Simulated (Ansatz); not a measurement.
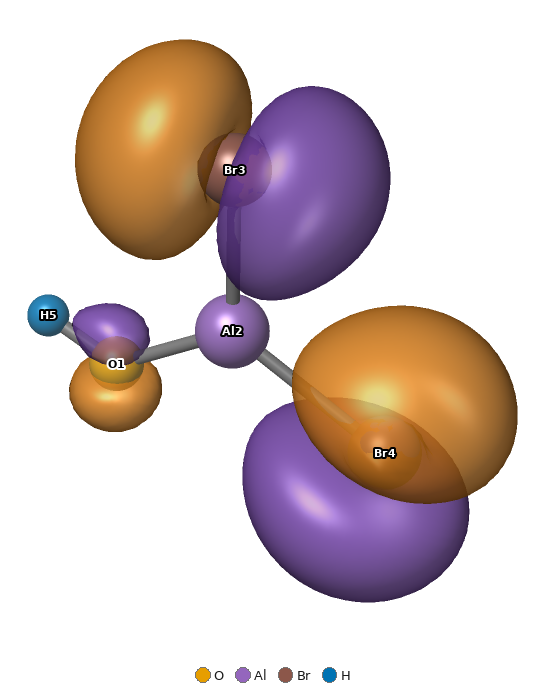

Figure. AlBr$_{2}$HO (SMILES [OH][Al]([Br])[Br]). One frontier orbital at ±0.08 Å⁻³ᐟ² (orange and purple are the two phases), seen at a tilt.

Geometry: PBE0-D4/def2-TZVP.

Computed with RKS PBE0-D4/def2-TZVPP (Ansatz).

```yaml
atoms:
  - { symbol: O, position_ang: [-0.1267, 1.3466, -0.0943] }
  - { symbol: Al, position_ang: [-0.1175, -0.3319, -0.0934] }
  - { symbol: Br, position_ang: [1.3962, -1.4840, 1.0880] }
  - { symbol: Br, position_ang: [-1.6551, -1.3996, -1.3014] }
  - { symbol: H, position_ang: [0.5031, 1.8690, 0.4011] }
```

### Which orbital is it: HOMO or LUMO?

The HOMO, at −8.64 eV. By Hirshfeld shares it lies mainly on Br4 (about 50 %) and Br3 (about 45 %); it is symmetric in the molecular plane (an in-plane orbital: σ, lone-pair or in-plane π type); largely a combination of lone pairs on Br4 and Br3.
